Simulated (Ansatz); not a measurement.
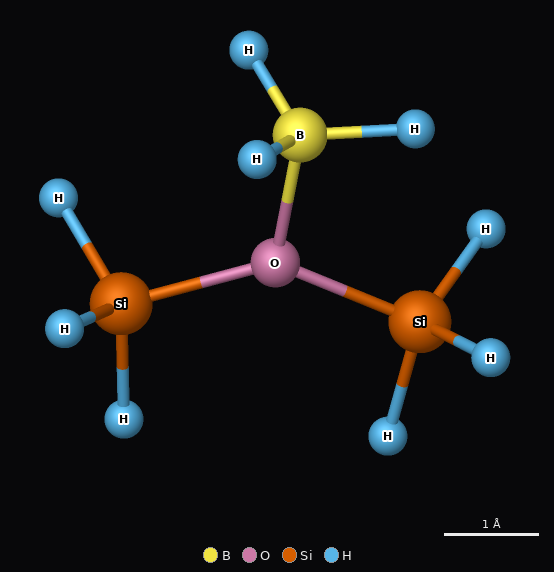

This is the input geometry for a relaxation of BSi₂H₉O. The picture is a ball-and-stick view, seen at a tilt.

The start comes from PBE-D4/def2-SVP.

Computed with RKS PBE0-D4/def2-TZVP (Ansatz).

Input
```yaml
crystal:
  periodic: [false, false, false]
  atoms:
    - {symbol: B, position_ang: [-0.079376, 1.410856, -0.685978]}
    - {symbol: O, position_ang: [0.022592, -0.067619, 0.080603]}
    - {symbol: Si, position_ang: [0.814537, -0.074518, 1.615871]}
    - {symbol: Si, position_ang: [-0.724840, -1.244756, -0.950284]}
    - {symbol: H, position_ang: [-0.695750, 1.106766, -1.713809]}
    - {symbol: H, position_ang: [-0.720758, 2.125159, 0.077525]}
    - {symbol: H, position_ang: [1.082122, 1.747272, -0.891775]}
    - {symbol: H, position_ang: [0.769991, -1.495862, 2.092352]}
    - {symbol: H, position_ang: [0.051684, 0.834432, 2.524922]}
    - {symbol: H, position_ang: [2.219904, 0.390348, 1.406065]}
    - {symbol: H, position_ang: [-2.172079, -0.914243, -1.113147]}
    - {symbol: H, position_ang: [-0.569966, -2.532761, -0.186260]}
    - {symbol: H, position_ang: [0.022239, -1.319874, -2.241285]}
basis:
  gaussian: {orbitals: def2-TZVP}
hamiltonian: {xc: pbe0, dispersion: d4}
relax: {f_tol: 0.005, max_steps: 150}
```

Where does the relaxation end?

The atom that moves furthest after the best rigid fit is H6 (0.70 Å). Largest moves by element: H 0.70 Å, O 0.17 Å, B 0.16 Å, Si 0.16 Å. Some distances before and after: O2–Si3 1.728 → 1.686 Å, B1–H5 1.236 → 1.212 Å, B1–H7 1.227 → 1.204 Å, Si4–H12 1.506 → 1.484 Å. Among the angles between lasting bonds that change: B1–O2–Si3 116.1° → 110.8°, B1–O2–Si4 107.6° → 110.7°, O2–B1–H6 105.2° → 102.9°. Groups turn about B1–O2 by about 30°. The energy falls by 0.100 eV in 23 accepted moves (25 points after the start). The largest force component goes from 0.68 to 0.0026 eV/Å. The line search rejected the trial steps at points 11, 12 of the run. The forces were under the threshold at step 21, but the run went on from there.

Step by step:

```
step  E − E(0), eV  largest force component, eV/Å      note
   0        0.0000                         0.6774          
   1       -0.0663                         0.5273          
   2       -0.0840                         0.0965          
   3       -0.0845                         0.0800          
   4       -0.0849                         0.0137          
   5       -0.0850                         0.0132          
   6       -0.0851                         0.0054          
   7       -0.0852                         0.0305          
   8       -0.0854                         0.0541          
   9       -0.0857                         0.0896          
  10       -0.0866                         0.0998          
  11       -0.0826                         0.2881  rejected
  12       -0.0845                         0.1963  rejected
  13       -0.0890                         0.0346          
  14       -0.0921                         0.0521          
  15       -0.0926                         0.1808          
  16       -0.0953                         0.0649          
  17       -0.0979                         0.0162          
  18       -0.0982                         0.1089          
  19       -0.0996                         0.0335          
  20       -0.0998                         0.0394          
  21       -0.1000                         0.0015          
  22       -0.1001                         0.0104          
  23       -0.1002                         0.0074          
  24       -0.1002                         0.0053          
  25       -0.1002                         0.0026
```

Final geometry:

```xyz
13

B     0.0748    1.3666   -0.7185
O     0.1462   -0.1403   -0.0078
Si    0.6619   -0.0219    1.5932
Si   -0.6959   -1.2734   -0.9298
H    -0.9205    1.2933   -1.4069
H    -0.0432    2.1091    0.2324
H     1.1103    1.4681   -1.3236
H     0.8590   -1.4219    2.0442
H    -0.3902    0.6346    2.3959
H     1.9324    0.7270    1.5999
H    -2.1420   -0.9799   -0.8596
H    -0.4031   -2.5843   -0.2988
H    -0.1693   -1.2119   -2.3059
```

After the run, drawn alike:

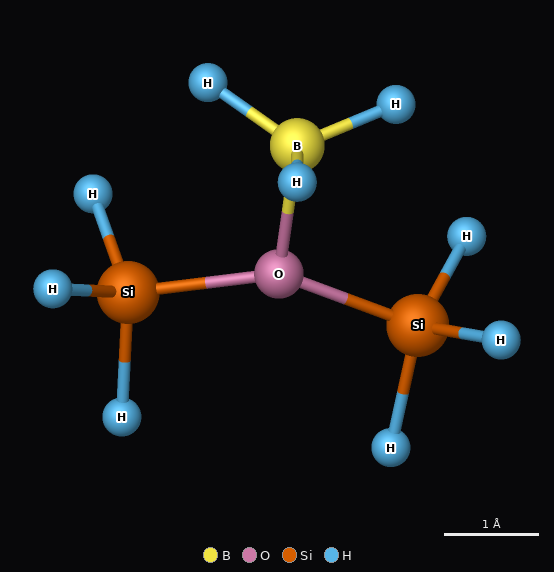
